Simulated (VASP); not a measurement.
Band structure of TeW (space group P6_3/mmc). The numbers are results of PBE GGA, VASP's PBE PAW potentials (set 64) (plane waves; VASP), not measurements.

Unless said otherwise, spin-orbit coupling is left out, though it shifts the bands of the heavy elements here.

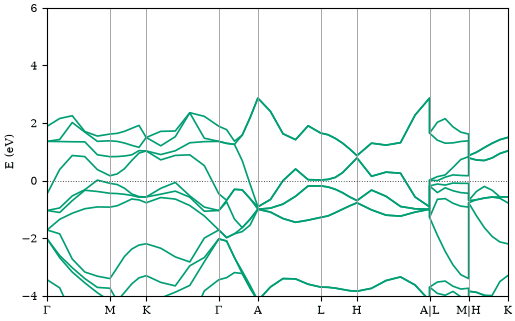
Figure. Bands along high-symmetry lines, zero at the valence-band maximum or, without a gap, the Fermi level

Task: Read the plot: is there a gap, and where are the band edges?

Result: It has no gap at this level: it comes out as a metal or semimetal.

The structure was generated: TeW was put into an ordered model structure, which need not be its known phase. The cell was not relaxed at this level. The k-mesh is coarse (spacing up to 0.36 per Å, 2π included), so the numbers may not be converged in it.
